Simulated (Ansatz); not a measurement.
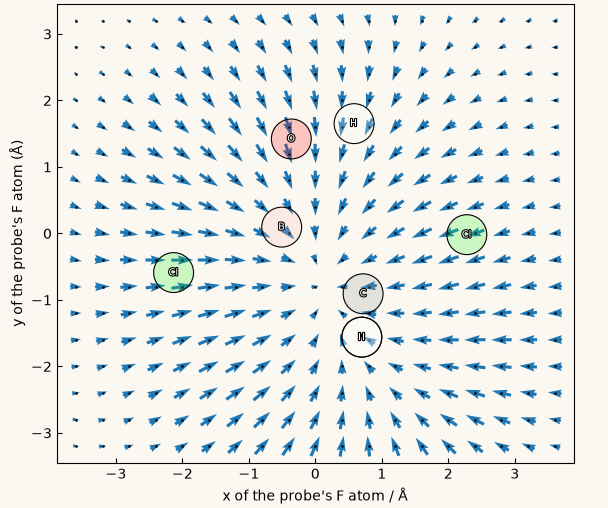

CH₃BCl₂O (SMILES OB(Cl)CCl) with the probe HF. The probe is moved over a plane parallel to the molecule's main plane, 3.58 Å above it. The first coordinate is: x of the probe's F atom; the second: y of the probe's F atom. Nothing is relaxed (molecule and probe rigid, the probe upright with F nearest the plane). The scan uses a 19 × 17 grid. All numbers below come from RKS PBE0-D4/def2-SVP in Ansatz 0.2.0.

Drawn: dots at the grid points, arrows along the force (downhill), their lengths compressed, labelled circles for the molecule's atoms, projected on the plane.

The arrows alone are given. Where is the energy lowest?

Answer. The arrows converge at about x of the probe's F atom = 0.1 Å, y of the probe's F atom = −0.8 Å (read from the interpolated surface).

The energy map of the same scan:

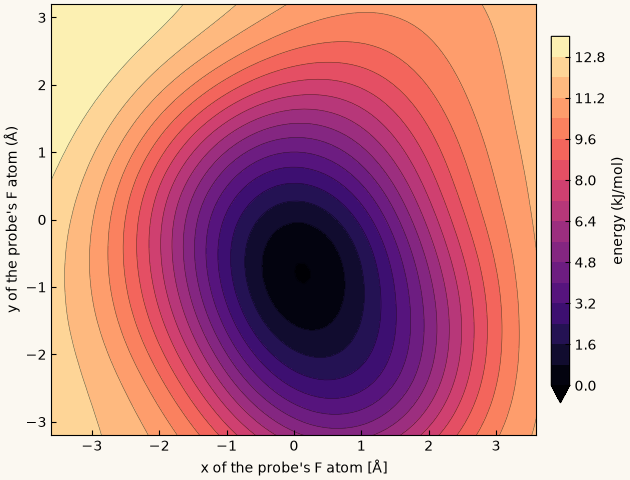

Energies are in kJ/mol, from the lowest grid point; between grid points the surface is interpolated.
